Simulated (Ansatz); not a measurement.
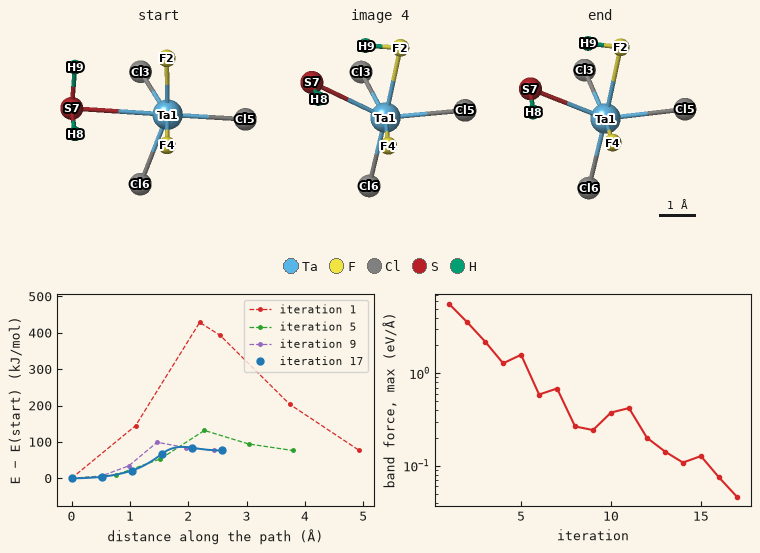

A search for the minimum-energy path of TaH2SCl3F2 by the nudged elastic band. Images are numbered from 0 (start) to 5 (end). The plot follows the band through its iterations. The picture is a ball-and-stick view, seen at a tilt.

The calculation used RKS PBE0-D4/def2-SVP (Ansatz 0.2.0). Settings: 4 movable images; no climbing image; force threshold 0.05 eV/Å; iteration limit 60; starting path through a guess of the saddle point.

### How did the profile develop, and is the result final?

The run is converged, with reservations. The band converged in 17 iterations. The largest component of the band force went from 5.6 to 0.046 eV/Å. No image climbed, so the highest image needn't lie on the saddle point, and the true maximum along this path can be higher. The first iteration put the highest image at 428.6 kJ/mol. The energy climbs by 84.0 kJ/mol to image 4 and then falls by 7.5 kJ/mol, so the end point sits at +76.5 kJ/mol.

The run took 4.3 min on 4 threads of Arm Neoverse V2, on a shared host, peak memory 0.49 GiB.
